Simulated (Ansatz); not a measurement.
C2H6AlBFN

Input

```
crystal:
  periodic: [false, false, false]
  atoms:
    - {symbol: N, position_ang: [-0.598306, -0.951899, 1.080388]}
    - {symbol: C, position_ang: [0.492996, 0.115191, 0.994514]}
    - {symbol: B, position_ang: [1.072797, -0.196172, -0.468981]}
    - {symbol: C, position_ang: [0.450447, 0.726443, -1.459989]}
    - {symbol: F, position_ang: [0.429513, 0.541699, -2.812018]}
    - {symbol: Al, position_ang: [-1.045681, 0.649157, -0.013605]}
    - {symbol: H, position_ang: [-0.313823, -1.887782, 0.802962]}
    - {symbol: H, position_ang: [-1.037385, -0.994619, 1.992559]}
    - {symbol: H, position_ang: [1.119924, 0.189216, 1.875137]}
    - {symbol: H, position_ang: [1.571450, -1.254566, -0.759336]}
    - {symbol: H, position_ang: [0.458908, 1.807767, -1.226565]}
    - {symbol: H, position_ang: [-2.523740, 1.200468, 0.028933]}
basis:
  gaussian: {orbitals: def2-TZVPP}
hamiltonian: {xc: pbe0, dispersion: d4}
output: {orbitals: {seedname: orbitals}}
```

Launched as:

```sh
ansatz run in.yaml --threads 4 --pin off --events-out ev --progress --plain --max-ram 10444MiB
```

Geometry: PBE0-D4/def2-TZVP.

Level of theory: RKS PBE0-D4/def2-TZVPP (Ansatz 0.2.0).

Question: What can the converged electron density and electron localisation function tell about the bonding?

Answer: C–F (1.36 Å): the density is about 2.1 e/Å³ at the midpoint, with its minimum of 1.7 e/Å³ about 0.5 Å from C; the ELF peaks at about 0.85 between the atoms (a shared but strongly polarised pair).
C–B (1.49 Å): ρ at the midpoint is about 1.6 e/Å³; the ELF peaks at about 0.95 between the atoms (a covalent bond).

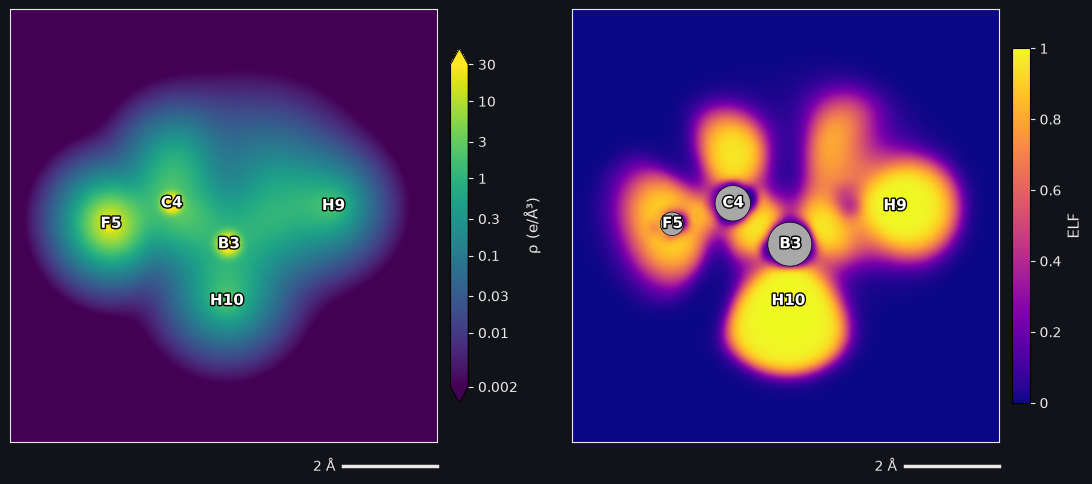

Computed electron density and electron localisation function on the plane of atoms C4, B3 and H10, in this order. Grey discs cover the atomic cores in the ELF map. 
